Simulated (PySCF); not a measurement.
C4H4O3Si (SMILES O=c1cc(O[SiH3])c1=O)

Input

```
{"job": {"kind": "uv", "xc": "CAM-B3LYP", "basis": "def2-SVPD", "nstates": 8, "ntriplets": 3}, "charge": 0, "multiplicity": 1}
O      3.490326     0.048269     0.112608
C      2.312747    -0.014822    -0.082167
C      1.428807    -0.359293    -1.209760
C      0.284639    -0.144479    -0.488846
O     -0.987895    -0.219841    -0.716737
Si    -2.242471     0.095620     0.346874
C      1.032320     0.231749     0.747734
O      0.688927     0.561745     1.846523
H      1.620928    -0.662916    -2.221484
H     -2.158404     1.488654     0.765277
H     -2.149814    -0.836072     1.463133
H     -3.318911    -0.189299    -0.589180
```

Command:

```sh
OMP_NUM_THREADS=1 python probes_run.py task.json out
```

Geometry: GFN2-xTB.

Computed with CAM-B3LYP/def2-SVPD, SCF density, gas phase (PySCF 2.14.0).

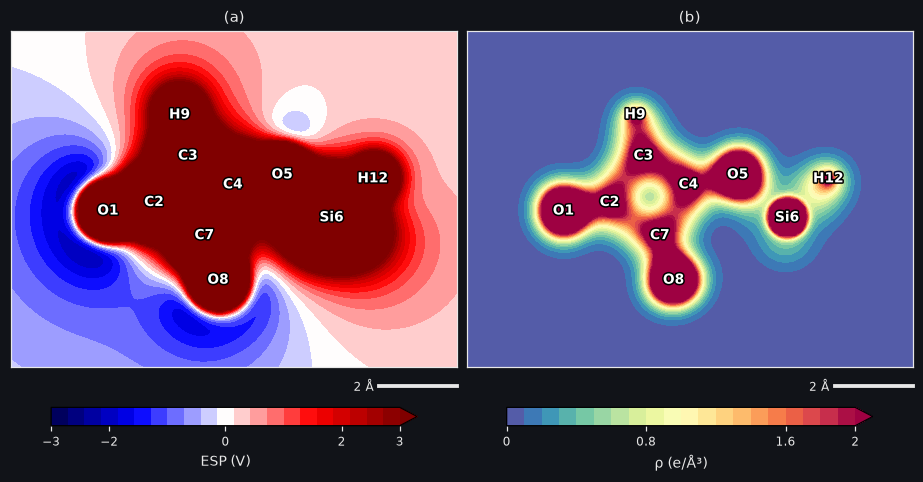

Figure 1. (a) electrostatic potential; (b) electron density on the plane of atoms C2, C3 and C4.

Q: What do the fields say about this system?

A: Atoms in the plane: O, C, Si and H.
C–O (1.20 Å): the density is about 3.4 e/Å³ at the midpoint.
C–C (1.37 Å): ρ at the midpoint is about 2.2 e/Å³.
Si–O (1.67 Å): the density is about 1 e/Å³ at the midpoint.
C–H (1.07 Å): ρ at the midpoint is about 2.1 e/Å³.
C–O (1.29 Å): ρ is about 2.7 e/Å³ halfway.
Outside the dense part of the molecule the potential is most negative (−2.1 V) near O1.

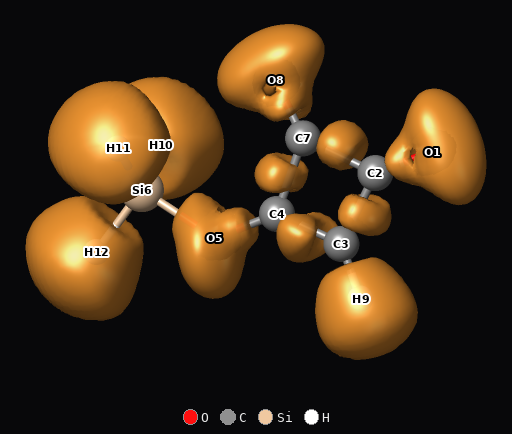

Figure 2. Isosurface of the ELF at 0.75 (orange), seen at a tilt. Only the valence region is drawn (cores and ρ < 0.01 e/Å³ removed).

Q: Describe the localisation domains.

A: The ELF exceeds this value in four regions between bonded C–C atoms (shared pairs), four regions around hydrogen nuclei and three regions on O in which the atom's valence shell and bonds are merged.


C–O (1.20 Å): the ELF peaks at about 0.90 between the atoms: a multiple bond. C–C (1.37 Å): the ELF peaks at about 0.95 between the atoms, as expected for a covalent bond.

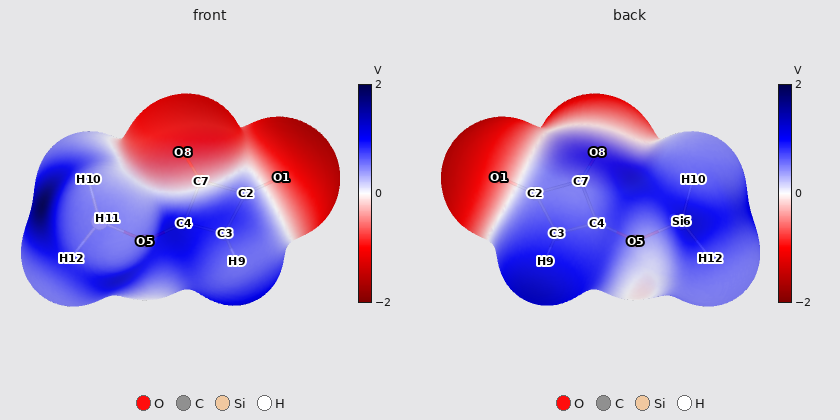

Figure 3. The molecular electrostatic potential painted on the density surface at 0.001 e/bohr³, seen from the front and from behind; red is negative and blue positive.

Q: Describe the electrostatic potential map.

A: The most negative region (about −1.6 V) lies over O1, the most positive (about +1.8 V) over Si6. O1 is the likeliest acceptor of a hydrogen bond.
